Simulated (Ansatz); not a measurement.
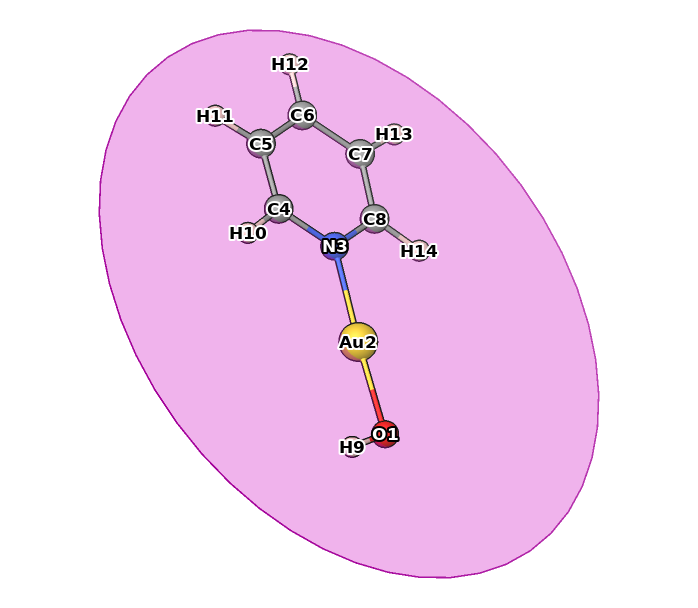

A disc through the centre of mass is drawn in. Distant atoms are faded towards the background colour. The species is neutral and a spin singlet. The computed structure is the end point of a PBE0-D4/def2-TZVP optimisation. No frequency run is at hand to confirm it as a minimum.

Is the plane of the disc a mirror plane of the structure?

Yes. The reflection leaves O1, Au2, N3, C4, C5, C6, C7, C8, H9, H10, H11, H12, H13, H14 in place. The point group is Cs.
